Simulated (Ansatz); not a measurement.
**HF (hydrogen fluoride): CCSD/cc-pVDZ**

Aim: the energy change on altering one bond length of HF (hydrogen fluoride) at CCSD/cc-pVDZ, from 2 runs. 

The results are computed with Ansatz 0.2.0.

57 further runs of the same task are left out: 1 that didn't finish, 56 set aside as unsound or not needed.

### 1 The system as given

HF has 2 atoms, charge 0, and is taken as a singlet. SMILES: `F`. The coordinates come from a PBE0-D4/def2-TZVP relaxation.

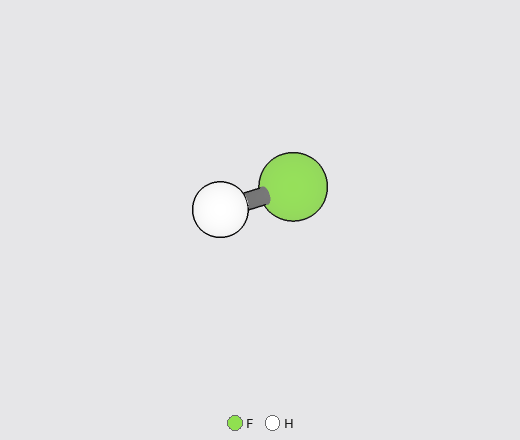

Viewed from a chosen angle; fluorine green, hydrogen white.

### 2 A single-point energy at CCSD/cc-pVDZ

File input.yaml:

```yaml
crystal:
  periodic: [false, false, false]
  atoms:
    - {symbol: F, position_ang: [-0.390000, 0.144600, -0.196400]}
    - {symbol: H, position_ang: [0.390000, -0.144600, 0.196400]}
basis:
  gaussian: {orbitals: cc-pVDZ}
correlation: {method: ccsd, frozen_orbitals: {F: 1, H: 0}}
accuracy: high
scf: {omitted_lower_state_checks: [cluster_reference, increment]}
```

Launch:

```sh
$ ansatz run input.yaml --threads 1 --pin off --max-ram 2610MiB --events-out events.jsonl --progress --plain --runs-dir runs
```

Log, shortened:

```text
Warning: RAYON_NUM_THREADS=1 ignored (pool sized by the plan → 1); use --threads N
Functional definition: HF
  name "HF"
[...]
301 factors; integrals over basis functions are off by at most 3.4e-9 eV
[...]
mean field -2721.66354935 eV, -100.0192906287 hartree, gradient 5.0e-8 eV, S^2 0.000000; 0 other end points of the search recorded, 0 dependent functions left out
1 core orbitals not correlated: weight in the atoms' cores, before any rotation towards them, 1.000 or more for the frozen orbitals, at most 0.000 for the correlated occupied ones
reference -2721.66354935 eV, -100.0192906287 hartree; 4, 4 occupied and 14, 14 virtual orbitals, 301 factors
second order -5.49005881 eV of doubles, -0.00000000 eV of singles
cycle   1  -5.54068458 eV  change   -5.1e-2 eV  update   2.9e-2
[...]
cycle  15  -5.63109667 eV  change  -6.9e-10 eV  update  2.8e-10
Total energy: -2727.29464601 eV, -100.2262296143 hartree
Checks for a lower state left out: cluster_reference, increment
```

Run time: 0.14 s. Hardware: 1 thread of Arm Neoverse V2, shared host.

### 3 The distorted shape at the same level

File run.yaml:

```yaml
crystal:
  periodic: [false, false, false]
  atoms:
    - {symbol: F, position_ang: [-0.585041, 0.216915, -0.294621]}
    - {symbol: H, position_ang: [0.390000, -0.144600, 0.196400]}
basis:
  gaussian: {orbitals: cc-pVDZ}
correlation: {method: ccsd, frozen_orbitals: {F: 1, H: 0}}
accuracy: high
scf: {omitted_lower_state_checks: [cluster_reference, increment]}
```

Launch:

```sh
$ ansatz run run.yaml --threads 1 --pin off --max-ram 2610MiB --events-out events.jsonl --progress --plain --runs-dir runs
```

Log, shortened:

```text
Warning: RAYON_NUM_THREADS=1 ignored (pool sized by the plan → 1); use --threads N
Functional definition: HF
  name "HF"
[...]
302 factors; integrals over basis functions are off by at most 2.6e-9 eV
[...]
mean field -2720.42694961 eV, -99.9738464264 hartree, gradient 9.8e-9 eV, S^2 0.000000; 0 other end points of the search recorded, 0 dependent functions left out
1 core orbitals not correlated: weight in the atoms' cores, before any rotation towards them, 1.000 or more for the frozen orbitals, at most 0.000 for the correlated occupied ones
reference -2720.42694961 eV, -99.9738464264 hartree; 4, 4 occupied and 14, 14 virtual orbitals, 302 factors
second order -5.75011476 eV of doubles, -0.00000000 eV of singles
cycle   1  -5.74881059 eV  change    1.3e-3 eV  update   4.1e-2
[...]
cycle  18  -5.89548626 eV  change   3.6e-10 eV  update  4.2e-10
Total energy: -2726.32243587 eV, -100.1905015503 hartree
Checks for a lower state left out: cluster_reference, increment
```

It took 0.14 s on 1 thread of Arm Neoverse V2, shared host.

### 4 Results

At CCSD/cc-pVDZ, 1 core orbital frozen:

| quantity | value |
| --- | --- |
| first shape: total energy | -100.22623 Eh |
| first shape: correlation energy (1 core orbital frozen) | -206.9 mEh |
| first shape: T1 diagnostic | 0.006 |
| distorted shape: total energy | -100.19050 Eh |
| distorted shape: correlation energy (1 core orbital frozen) | -216.7 mEh |
| distorted shape: T1 diagnostic | 0.010 |
| energy change with the F1–H2 bond stretched from 0.920 to 1.150 Å | 0.972 eV |

With the F1–H2 bond stretched from 0.920 to 1.150 Å the energy rises by 0.97 eV (22.4 kcal/mol). The first shape isn't relaxed at this level, so the change isn't measured from a minimum.
